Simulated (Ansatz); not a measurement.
**MP2/def2-SVPD run of AlClF2 (SMILES [F][Al]([F])[Cl])**

What is the electronic atomisation energy of AlClF2 at MP2/def2-SVPD? 

Program for the calculation: Ansatz 0.2.0.

46 further runs of the same task are left out: 46 set aside as unsound or not needed.

**1. The molecule**

AlClF2 has 4 atoms, charge 0, and is taken as a singlet. As SMILES, `[F][Al]([F])[Cl]`. The coordinates come from a PBE0-D4/def2-TZVP relaxation.

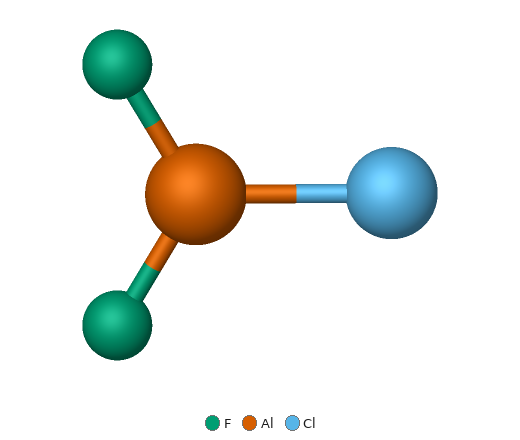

Viewed from a chosen angle; fluorine teal, aluminium orange, chlorine blue.

**2. A single-point energy at MP2/def2-SVPD**

File input.yaml:

```yaml
basis:
  gaussian: {orbitals: def2-SVPD}
crystal:
  periodic: [false, false, false]
  atoms:
    - {symbol: F, position_ang: [0.997200, 0.721760, 1.149640]}
    - {symbol: Al, position_ang: [0.069280, -0.050750, 0.053570]}
    - {symbol: F, position_ang: [0.273490, -1.653820, -0.164660]}
    - {symbol: Cl, position_ang: [-1.339980, 0.982810, -1.038560]}
correlation: {method: mp2, frozen_orbitals: {Al: 5, Cl: 5, F: 1}}
accuracy: high
```

Run with:

```sh
ansatz run input.yaml --threads 1 --pin off --max-ram 3480MiB --events-out events.jsonl --progress --plain --runs-dir runs
```

The program printed:

```text
Warning: RAYON_NUM_THREADS=1 ignored (pool sized by the plan → 1); use --threads N
Functional definition: HF
  name "HF"
  exchange = exact_x
  correlation = 0
1804 factors; integrals over basis functions are off by at most 3.3e-9 eV
mean field evaluation 1: about -24491.9279 eV, gradient 4.0e1 eV
mean field evaluation 2: about -24491.9718 eV, gradient 4.0e1 eV
mean field evaluation 4: about -24494.6945 eV, gradient 1.6e0 eV
mean field evaluation 8: about -24494.7155 eV, gradient 1.3e-1 eV
mean field evaluation 16: about -24494.7156 eV, gradient 3.2e-8 eV
mean field -24494.71558985 eV, -900.1641948124 hartree, gradient 3.2e-8 eV, S^2 0.000000; 0 other end points of the search recorded, 0 dependent functions left out
12 core orbitals not correlated: weight in the atoms' cores, before any rotation towards them, 1.000 or more for the frozen orbitals, at most 0.000 for the correlated occupied ones
reference -24494.71558985 eV, -900.1641948124 hartree; 12, 12 occupied and 73, 73 virtual orbitals, 1804 factors
second order -16.17358682 eV of doubles, -0.00000000 eV of singles
Total energy: -24510.88917667 eV, -900.7585631652 hartree
```

Wall time 2.4 s (1 thread of Arm Neoverse V2, shared host); peak memory 0.25 GiB.

**3. The Al atom at the same level**

File molecule.yaml:

```yaml
crystal:
  periodic: [false, false, false]
  atoms:
    - {symbol: Al, position_ang: [0.000000, 0.000000, 0.000000]}
basis:
  gaussian: {orbitals: def2-SVPD}
magnetization: {spin_polarized: true, initial_magnetization: 1}
correlation: {method: mp2, frozen_orbitals: {Al: 5}}
accuracy: high
```

Run the same way, it converges to -241.82157 Eh (log not shown).

**4. The Cl atom, same level**

File job.yaml:

```yaml
crystal:
  periodic: [false, false, false]
  atoms:
    - {symbol: Cl, position_ang: [0.000000, 0.000000, 0.000000]}
basis:
  gaussian:
    orbitals: def2-SVPD
magnetization:
  spin_polarized: true
  initial_magnetization: 1
correlation:
  method: mp2
  frozen_orbitals: {Cl: 5}
accuracy: high
```

Run the same way, it converges to -459.44557 Eh (log not shown).

**5. The F atom**

File molecule.yaml:

```yaml
crystal:
  periodic: [false, false, false]
  atoms:
    - {symbol: F, position_ang: [0.000000, 0.000000, 0.000000]}
basis:
  gaussian:
    orbitals: def2-SVPD
accuracy: high
magnetization:
  spin_polarized: true
  initial_magnetization: 1
correlation:
  method: mp2
  frozen_orbitals: {F: 1}
```

Run the same way, it converges to -99.43573 Eh (log not shown).

**6. Outcome**

Level: MP2/def2-SVPD, 12 core orbitals frozen.

```
                                              quantity          value
                                molecule: total energy  -900.75856 Eh
molecule: correlation energy (12 core orbitals frozen)     -594.4 mEh
                                 Al atom: total energy  -241.82157 Eh
  Al atom: correlation energy (5 core orbitals frozen)      -30.8 mEh
            Al atom: ⟨S²⟩ of the reference determinant          0.767
                                 Cl atom: total energy  -459.44557 Eh
  Cl atom: correlation energy (5 core orbitals frozen)     -119.4 mEh
            Cl atom: ⟨S²⟩ of the reference determinant          0.757
                                  F atom: total energy   -99.43573 Eh
    F atom: correlation energy (1 core orbital frozen)     -146.1 mEh
             F atom: ⟨S²⟩ of the reference determinant          0.754
                         electronic atomisation energy      16.870 eV
```

In words: Taking the molecule apart into free atoms costs 16.87 eV (1628 kJ/mol), before zero-point energy and without spin-orbit coupling.
